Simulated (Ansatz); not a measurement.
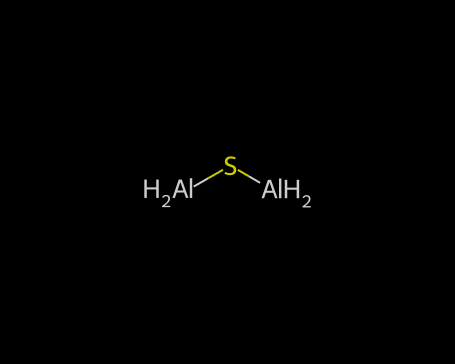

The drawing above gives the connectivity. The geometry was computed by an optimisation with PBE0-D4/def2-TZVP. No frequency run is at hand to confirm it as a minimum.

Describe the 3D structure.

It has 7 atoms: 2 aluminium, 4 hydrogen and 1 sulfur (Al2H4S). SMILES: `[AlH2][S][AlH2]`. The point group is C2v. All atoms lie on one plane. Coordination: 2 Al trigonal planar; 1 S bent.

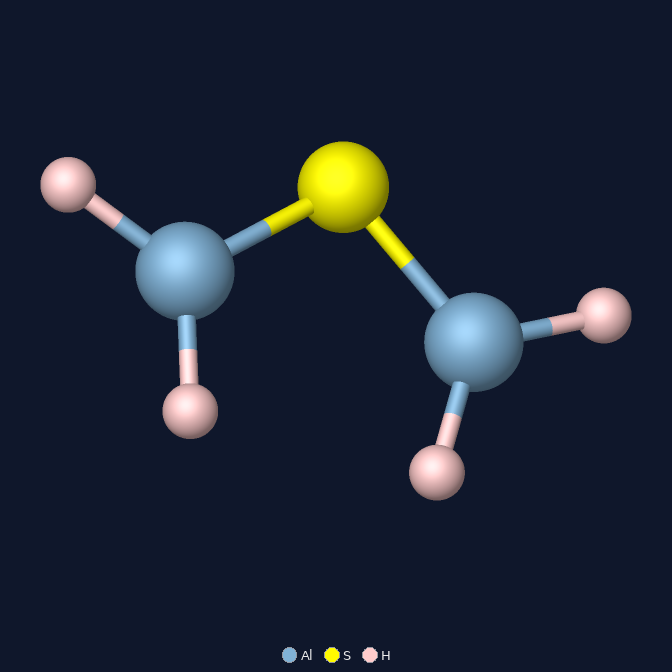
